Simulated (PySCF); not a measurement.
**C5H8O2Si: excited-state calculation**

System: C5H8O2Si, SMILES Cc1ccc(O[SiH3])o1.
Method: TDDFT PBE0/def2-SVPD, vertical, gas phase, core orbitals frozen in the response (PySCF 2.14.0).

The geometry comes from this level: GFN2-xTB.

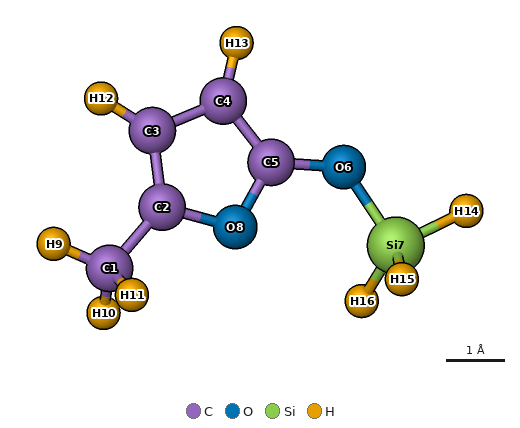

Figure 1. The structure as given in the input (ball-and-stick view, seen at a tilt; atoms are numbered from 1 in the order of the input). Bond lengths as drawn: C–C 1.36 to 1.49 Å, C–H 1.07 to 1.09 Å, C–O 1.32 to 1.36 Å, H–Si 1.45 to 1.46 Å and O–Si 1.64 Å.

### Summary

| quantity | value |
| --- | --- |
| outcome | converged |
| total energy | −634.450145 hartree |
| HOMO | −5.77 eV |
| LUMO | 0.10 eV |
| dipole moment | 0.96 D |
| mean polarisability | 89.81 a.u. |
| lowest singlet excitation | 4.85 eV |
| hardware | 1 CPU thread, shared host |
| wall time | 36 s |
| peak memory | 0.96 GiB |

### The input
```
{"job": {"kind": "uv", "xc": "PBE0", "basis": "def2-SVPD", "nstates": 6, "ntriplets": 2}, "charge": 0, "multiplicity": 1}
C     -2.445390    -0.812107    -0.240729
C     -1.311307     0.138900    -0.105636
C     -1.258286     1.494806    -0.047419
C      0.112046     1.852498     0.083950
C      0.793637     0.676370     0.096960
O      2.091821     0.431868     0.199033
Si     2.800873    -1.048968     0.193384
O     -0.048642    -0.371491    -0.016672
H     -3.375429    -0.257368    -0.316468
H     -2.323451    -1.428788    -1.130447
H     -2.493708    -1.475065     0.622450
H     -2.088891     2.169012    -0.091841
H      0.528221     2.834787     0.157149
H      4.177696    -0.604944     0.336267
H      2.311969    -1.851543     1.314157
H      2.521243    -1.739021    -1.065549
```

The first line tells a small driver script what to run in PySCF; the rest is the geometry in Å.

Launch command:
```bash
OMP_NUM_THREADS=1 python <driver script> task.json out
```

### The program's output
```
coarse grid: 14192 points
cycle   1  E = -634.2539141032  dE =  1.431e+00  |g| = 7.011e-01  |ddm| = 8.680e+00
cycle   2  E = -634.1845304435  dE =  6.938e-02  |g| = 9.326e-01  |ddm| = 3.200e+00
cycle   3  E = -634.3516490969  dE = -1.671e-01  |g| = 9.509e-02  |ddm| = 1.985e+00
cycle   4  E = -634.3531049057  dE = -1.456e-03  |g| = 4.913e-02  |ddm| = 2.553e-01
cycle   5  E = -634.3535654462  dE = -4.605e-04  |g| = 1.523e-02  |ddm| = 8.482e-02
cycle   6  E = -634.3536131252  dE = -4.768e-05  |g| = 3.311e-03  |ddm| = 2.735e-02
cycle   7  E = -634.3536153320  dE = -2.207e-06  |g| = 1.298e-03  |ddm| = 1.020e-02
final grid: 133360 points
cycle   8  E = -634.4501116100  dE = -1.741e-05  |g| = 1.288e-02  |ddm| = 1.931e-01
cycle   9  E = -634.4500510791  dE =  6.053e-05  |g| = 2.144e-02  |ddm| = 5.375e-02
cycle  10  E = -634.4501438812  dE = -9.280e-05  |g| = 2.022e-03  |ddm| = 3.636e-02
cycle  11  E = -634.4501449323  dE = -1.051e-06  |g| = 3.014e-04  |ddm| = 4.610e-03
cycle  12  E = -634.4501449492  dE = -1.689e-08  |g| = 1.194e-04  |ddm| = 7.854e-04
cycle  13  E = -634.4501449519  dE = -2.728e-09  |g| = 4.470e-05  |ddm| = 2.722e-04
cycle  14  E = -634.4501449523  dE = -4.025e-10  |g| = 1.377e-05  |ddm| = 8.744e-05
```

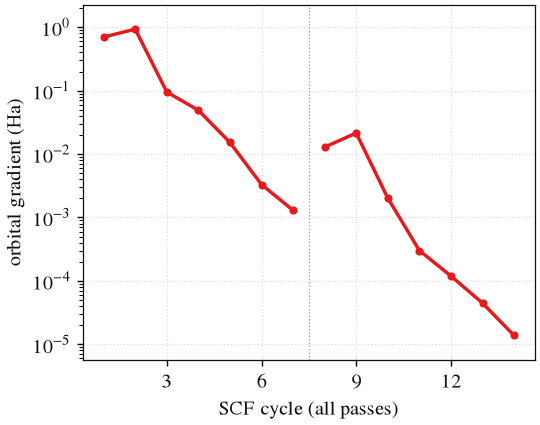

Figure 2. Convergence of the self-consistent field: orbital gradient against the SCF cycle. The dotted line marks the change from a coarse to the final integration grid. The first 7 cycles use a coarse grid, the final grid takes over at cycle 8, and the field converges after 14 cycles in all.

```
converged SCF energy = -634.4501449523

Static polarisability (au): isotropic 89.805, principal 65.128 93.071 111.217

Singlet excitations
state   eV       nm        f      main configurations
  1   4.8476    255.8   0.00018   H->L 0.98
  2   5.5024    225.3   0.00158   H->L+2 0.90
  3   5.7297    216.4   0.26407   H->L+1 0.97
  4   5.9492    208.4   0.00296   H->L+3 0.91
  5   6.3185    196.2   0.00035   H->L+5 0.80, H->L+6 0.17
  6   6.3490    195.3   0.05589   H->L+4 0.91

Triplet excitations (Tamm-Dancoff, eV): 3.8026 4.7599
```

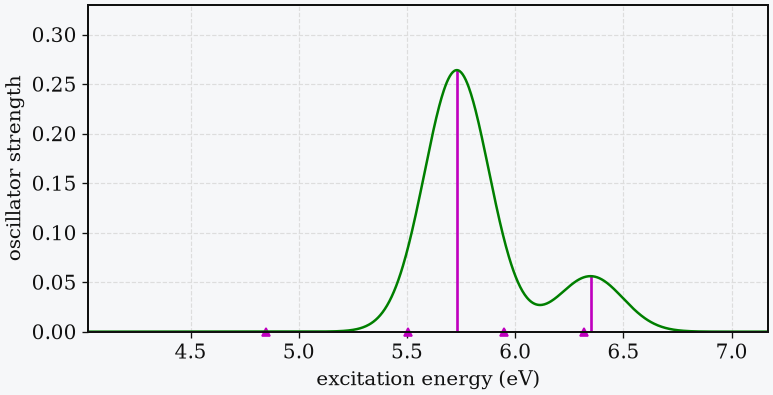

Figure 3. Computed excitations as sticks (degenerate states added up, dark ones marked on the axis), with a Gaussian envelope of 0.35 eV full width at half maximum, scaled to the tallest. Of the 6 states the lowest lies at 4.85 eV (f = 0.000); the strongest line is at 5.73 eV, or 216 nm (f = 0.264).

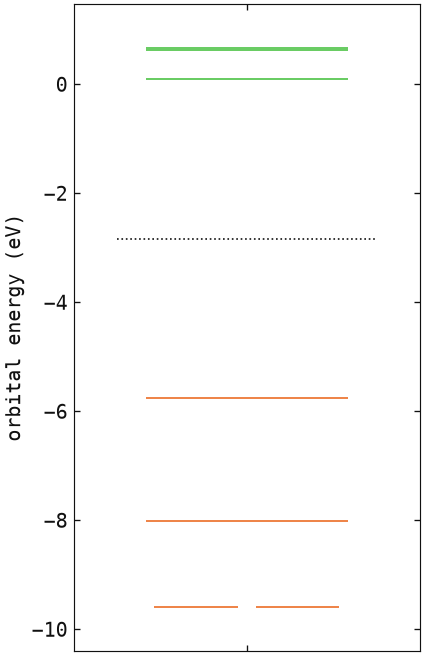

Figure 4. Orbital energies near the frontier; the dotted line parts filled from empty levels, and levels within 0.02 eV of each other stand side by side. Highest filled −5.77 eV, lowest empty 0.10 eV, 5.87 eV apart.
